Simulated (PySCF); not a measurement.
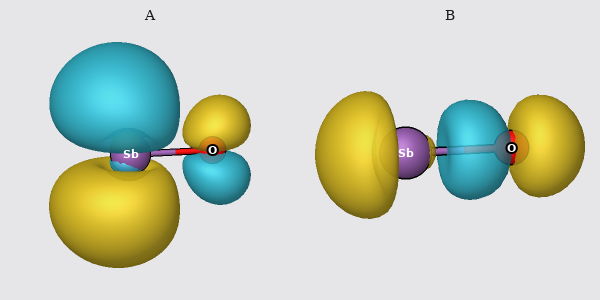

SbO (charge −1, triplet). Two frontier α-spin orbitals, each drawn at the value that holds 80 % of its norm (yellow and cyan are the two phases), in no order; of a degenerate pair one member is drawn.

Core potentials replace the inner electrons of Sb.

The calculation used PBE0/aug-cc-pVDZ(-PP), non-relativistic Hamiltonian with scalar-relativistic core potentials where named, at a bond length of 1.905 Å in PySCF.

Name the orbitals and rank them from lowest to highest energy.

Orbital B: σ, occupied in this spin, −3.18 eV; shared between the atoms (Sb 40 %, O 60 %).
Orbital A: π, occupied in this spin, 0.12 eV; mainly on Sb (80 %).
